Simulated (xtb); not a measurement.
# C$_{4}$H$_{6}$AlN: calculation of the molecule and its ions

C$_{4}$H$_{6}$AlN, computed with GFN1-xTB (xtb 6.7.1).

The geometry was optimised with GFN2-xTB.

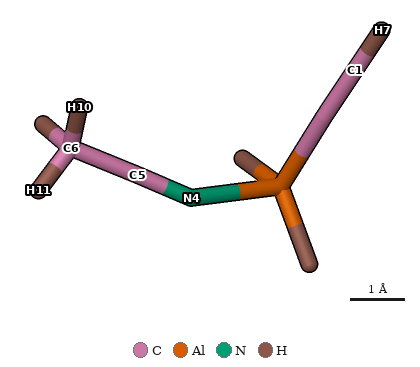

**Figure 1.** The structure (stick view, seen at a tilt; atoms are numbered from 1 in the order of the input). Sticks mark near contacts.

### Input file (struc.xyz)
```
12

C      2.24762200    -1.48328900     1.81952100
C      1.06586000    -1.27356900     1.64727100
Al    -0.87891200    -1.11252300     1.39894200
N     -0.82396800     0.50479100     0.22858300
C     -0.58215400     0.97028200    -0.79045100
C     -0.29348600     1.57183900    -2.04732900
H      3.27878800    -1.65714000     1.97229900
H     -1.55368700    -2.03488900     0.31818900
H     -1.80535000    -0.65216100     2.56216700
H      0.78598500     1.67410600    -2.15856700
H     -0.76076700     2.55491400    -2.10527400
H     -0.67993200     0.93764000    -2.84536000
```

Hardware: 1 thread of Intel Xeon @ 2.70GHz, 189 GiB of memory available, shared host.

Run as:
```bash
xtb struc.xyz --vipea --uhf 0 --acc 1 --gfn 2 > out.txt
```

### Output
```
* xtb version 6.7.1
   ID    Z sym.   atoms
    1    6 C      1, 2, 5, 6
    2   13 Al     3
    3    7 N      4
    4    1 H      7-12

           -------------------------------------------------
          |                Calculation Setup                |
           -------------------------------------------------

          program call               : xtb struc.xyz --vipea --uhf 0 --acc 1 --gfn 2
          coordinate file            : struc.xyz
          omp threads                :                     1

           -------------------------------------------------
          |                 G F N 1 - x T B                 |
           -------------------------------------------------

      * Hamiltonian:
        H0-scaling (s, p, d)           1.850000    2.250000    2.000000
        zeta-weighting                 0.000000
      * Dispersion:
        s8                             2.400000
        a1                             0.630000
        a2                             5.000000
        s9                             0.000000
      * Repulsion:
        kExp                           1.500000
        rExp                           1.000000
      * Coulomb:
        alpha                          2.000000
        third order                    atomic
        anisotropic                    false
      * Halogen bond correction:
        rad-scale                      1.300000
        damping                        0.440000

          ...................................................
          :                      SETUP                      :
          :.................................................:
          :  # basis functions                  42          :
          :  # atomic orbitals                  41          :
          :  # shells                           25          :
          :  # electrons                        30          :
          :  # halogen bonds                     0          :
          :  max. iterations                   250          :
          :  Hamiltonian                  GFN1-xTB          :
          :  restarted?                      false          :
          :  GBSA solvation                  false          :
          :  PC potential                    false          :
          :  electronic temp.          300.0000000     K    :
          :  accuracy                    1.0000000          :
          :  -> integral cutoff          0.2500000E+02      :
          :  -> integral neglect         0.1000000E-07      :
          :  -> SCF convergence          0.1000000E-05 Eh   :
          :  -> wf. convergence          0.2000000E-04 e    :
          :  Broyden damping             0.4000000          :
          :  net charge                          0          :
          :  unpaired electrons                  0          :
          ...................................................

 iter      E             dE          RMSdq      gap      omega  full diag
   1    -16.3029933 -0.163030E+02  0.823E+00    6.27       0.0  T
   2    -16.3812944 -0.783011E-01  0.497E+00    4.75       1.0  T
   3    -16.3668740  0.144204E-01  0.185E+00    3.58       1.0  T
   4    -16.3901857 -0.233117E-01  0.345E-01    3.27       1.0  T
   5    -16.3907241 -0.538391E-03  0.533E-02    3.56       1.0  T
   6    -16.3907421 -0.180281E-04  0.114E-02    3.61       2.5  T
   7    -16.3907428 -0.672584E-06  0.530E-03    3.61       5.4  T
   8    -16.3907429 -0.122831E-06  0.127E-03    3.62      22.8  T
   9    -16.3907429 -0.463150E-08  0.145E-04    3.62     199.5  T
  10    -16.3907429 -0.764899E-10  0.512E-05    3.62     563.9  T

   *** convergence criteria satisfied after 10 iterations ***

         #    Occupation            Energy/Eh            Energy/eV
      -------------------------------------------------------------
         1        2.0000           -0.8089234             -22.0119
       ...           ...                  ...                  ...
         9        2.0000           -0.5366537             -14.6031
        10        2.0000           -0.5341397             -14.5347
        11        2.0000           -0.4817297             -13.1085
        12        2.0000           -0.4291559             -11.6779
        13        2.0000           -0.4239071             -11.5351
        14        2.0000           -0.4231160             -11.5136
        15        2.0000           -0.4089858             -11.1291 (HOMO)
        16                         -0.2759923              -7.5101 (LUMO)
        17                         -0.2749028              -7.4805
        18                         -0.1911082              -5.2003
        19                         -0.1778809              -4.8404
        20                         -0.1749793              -4.7614
       ...                                ...                  ...
        41                          1.3034924              35.4698
      -------------------------------------------------------------
                  HL-Gap            0.1329935 Eh            3.6189 eV
             Fermi-level           -0.3424891 Eh           -9.3196 eV

 SCC (total)                   0 d,  0 h,  0 min,  0.021 sec
 SCC setup                      ...        0 min,  0.000 sec (  1.167%)
 Dispersion                     ...        0 min,  0.000 sec (  0.387%)
 classical contributions        ...        0 min,  0.000 sec (  0.229%)
 integral evaluation            ...        0 min,  0.005 sec ( 23.848%)
 iterations                     ...        0 min,  0.006 sec ( 28.020%)
 molecular gradient             ...        0 min,  0.009 sec ( 44.792%)
 printout                       ...        0 min,  0.000 sec (  1.434%)

         :::::::::::::::::::::::::::::::::::::::::::::::::::::
         ::                     SUMMARY                     ::
         :::::::::::::::::::::::::::::::::::::::::::::::::::::
         :: total energy             -16.081297865089 Eh    ::
         :: gradient norm              0.021224650501 Eh/a0 ::
         :: HOMO-LUMO gap              3.618938404587 eV    ::
         ::.................................................::
         :: SCC energy               -16.390742947083 Eh    ::
         :: -> electrostatic           0.025734292195 Eh    ::
         :: repulsion energy           0.313321837973 Eh    ::
         :: dispersion energy         -0.003876755980 Eh    ::
         :: halogen bond corr.         0.000000000000 Eh    ::
         :: add. restraining           0.000000000000 Eh    ::
         :: total charge              -0.000000000000 e     ::
         :::::::::::::::::::::::::::::::::::::::::::::::::::::

           -------------------------------------------------
          |        vertical delta SCC IP calculation        |
           -------------------------------------------------

 iter      E             dE          RMSdq      gap      omega  full diag
   1    -15.8631991 -0.158632E+02  0.129E+00    3.62       0.0  T
   2    -15.8459421  0.172570E-01  0.127E+00    4.42       1.0  T
   3    -15.8574913 -0.115492E-01  0.102E+00    4.60       1.0  T
   4    -15.8746336 -0.171423E-01  0.290E-01    5.02       1.0  T
   5    -15.8754233 -0.789653E-03  0.134E-01    5.13       1.0  T
   6    -15.8750896  0.333668E-03  0.131E-01    5.09       1.0  T
   7    -15.8754794 -0.389782E-03  0.111E-02    5.09       2.6  T
   8    -15.8754788  0.619596E-06  0.787E-03    5.09       3.7  T
   9    -15.8754797 -0.954737E-06  0.290E-03    5.09      10.0  T
  10    -15.8754796  0.100805E-06  0.313E-03    5.09       9.2  T
  11    -15.8754799 -0.262234E-06  0.440E-04    5.09      65.6  T
  12    -15.8754799  0.740258E-09  0.443E-04    5.09      65.2  T
  13    -15.8754799 -0.495149E-08  0.272E-05    5.09    1062.5  T
  14    -15.8754799  0.113278E-10  0.285E-05    5.09    1012.6  T
     SCC iter.                  ...        0 min,  0.008 sec
     gradient                   ...        0 min,  0.009 sec
------------------------------------------------------------------------
empirical IP shift (eV):    4.8455
delta SCC IP (eV):    9.1755
------------------------------------------------------------------------
           -------------------------------------------------
          |        vertical delta SCC EA calculation        |
           -------------------------------------------------

 iter      E             dE          RMSdq      gap      omega  full diag
   1    -16.4786353 -0.164786E+02  0.229E+00    0.04       0.0  T
   2    -16.3993257  0.793096E-01  0.252E+00    0.09       1.0  T
   3    -16.5164634 -0.117138E+00  0.132E+00    0.04       1.0  T
   4    -16.5275254 -0.110620E-01  0.668E-01    0.05       1.0  T
   5    -16.5337648 -0.623943E-02  0.194E-01    0.07       1.0  T
   6    -16.5336483  0.116496E-03  0.955E-02    0.08       1.0  T
   7    -16.5337769 -0.128603E-03  0.750E-02    0.07       1.0  T
   8    -16.5339189 -0.141978E-03  0.192E-02    0.07       1.5  T
   9    -16.5339260 -0.705195E-05  0.662E-03    0.07       4.4  T
  10    -16.5339268 -0.774847E-06  0.600E-04    0.07      48.1  T
  11    -16.5339268 -0.498722E-08  0.947E-05    0.07     304.8  T
  12    -16.5339268 -0.601617E-10  0.341E-05    0.07     847.2  T
     SCC iter.                  ...        0 min,  0.006 sec
     gradient                   ...        0 min,  0.009 sec
------------------------------------------------------------------------
empirical EA shift (eV):    4.8455
delta SCC EA (eV):   -0.9493
------------------------------------------------------------------------
           -------------------------------------------------
          |                Property Printout                |
           -------------------------------------------------

    * Orbital Energies and Occupations

         #    Occupation            Energy/Eh            Energy/eV
      -------------------------------------------------------------
         1        2.0000           -0.5504393             -14.9782
       ...           ...                  ...                  ...
         4        2.0000           -0.3960904             -10.7782
         5        2.0000           -0.3942886             -10.7291
         6        2.0000           -0.3937265             -10.7138
         7        2.0000           -0.3803637             -10.3502
         8        2.0000           -0.3413959              -9.2899
         9        2.0000           -0.2970132              -8.0821
        10        2.0000           -0.2890321              -7.8650
        11        2.0000           -0.2877348              -7.8297
        12        2.0000           -0.2617556              -7.1227
        13        2.0000           -0.2564477              -6.9783
        14        2.0000           -0.2536302              -6.9016
        15        2.0000           -0.2430262              -6.6131
        16        0.8063           -0.0233752              -0.6361 (HOMO)
        17        0.1937           -0.0206649              -0.5623 (LUMO)
        18        0.0000           -0.0094894              -0.2582
        19        0.0000           -0.0079752              -0.2170
        20                         -0.0027155              -0.0739
        21                          0.0568075               1.5458
        22                          0.0649419               1.7672
        23                          0.0666307               1.8131
        24                          0.0772508               2.1021
        25                          0.1397936               3.8040
        26                          0.1429139               3.8889
        27                          0.1556166               4.2345
       ...                                ...                  ...
        41                          1.5502838              42.1854
      -------------------------------------------------------------
                  HL-Gap            0.0027103 Eh            0.0738 eV
             Fermi-level           -0.0776104 Eh           -2.1119 eV

  Mulliken/CM5 charges         n(s)   n(p)   n(d)
     1C    -0.18881 -0.23913   1.086  3.103  0.000
     2C    -0.16099 -0.13332   1.224  2.937  0.000
     3Al    0.11944 -0.03781   1.179  1.363  0.339
     4N    -0.34737 -0.51267   1.535  3.813  0.000
     5C     0.01962  0.12939   0.995  2.986  0.000
     6C    -0.06580 -0.20548   0.986  3.080  0.000
     7H    -0.00717  0.04739   1.007  0.000  0.000
     8H    -0.19018 -0.11061   1.190  0.000  0.000
     9H    -0.18674 -0.10520   1.187  0.000  0.000
    10H     0.00800  0.06118   0.992  0.000  0.000
    11H    -0.00929  0.04379   1.009  0.000  0.000
    12H     0.00930  0.06248   0.991  0.000  0.000

Wiberg/Mayer (AO) data.
largest (>0.10) Wiberg bond orders for each atom

 ---------------------------------------------------------------------------
     #   Z sym  total        # sym  WBO       # sym  WBO       # sym  WBO
 ---------------------------------------------------------------------------
     1   6 C    3.922 --     2 C    2.730     7 H    0.971     3 Al   0.112
     2   6 C    3.826 --     1 C    2.730     3 Al   0.928
     3  13 Al   3.542 --     2 C    0.928     9 H    0.866     8 H    0.859
                             4 N    0.682     1 C    0.112
     4   7 N    3.092 --     5 C    2.240     3 Al   0.682
     5   6 C    3.503 --     4 N    2.240     6 C    1.056
     6   6 C    3.995 --     5 C    1.056    12 H    0.968    10 H    0.967
                            11 H    0.967
     7   1 H    0.999 --     1 C    0.971
     8   1 H    0.963 --     3 Al   0.859
     9   1 H    0.969 --     3 Al   0.866
    10   1 H    1.011 --     6 C    0.967
    11   1 H    1.016 --     6 C    0.967
    12   1 H    1.006 --     6 C    0.968
 ---------------------------------------------------------------------------

Topologies differ in total number of bonds
Writing topology from bond orders to xtbtopo.mol

 dipole moment from electron density (au)
     X       Y       Z
   0.6657   1.2368  -2.1198  total (Debye):    6.463

           -------------------------------------------------
          | TOTAL ENERGY              -16.224481677266 Eh   |
          | GRADIENT NORM               0.249014933717 Eh/α |
          | HOMO-LUMO GAP               0.073750946071 eV   |
           -------------------------------------------------

------------------------------------------------------------------------
------------------------------------------------------------------------
 total:
 *  cpu-time:     0 d,  0 h,  0 min,  0.077 sec
 * ratio c/w:     0.994 speedup
 SCF:
 *  cpu-time:     0 d,  0 h,  0 min,  0.063 sec
 * ratio c/w:     0.995 speedup
```

### Standard error
```
normal termination of xtb
```

### Summary

- outcome: converged
- electrons treated: 30
- total energy: −16.081298 hartree
- dispersion energy: −0.003877 hartree
- basis functions: 42
- peak memory: 0.07 GiB

### Notes

Settings chosen away from the usual ones: method = gfn2-xtb; task = vipea; x = {"accuracy": 1}; geo = {"prev": "A"}.
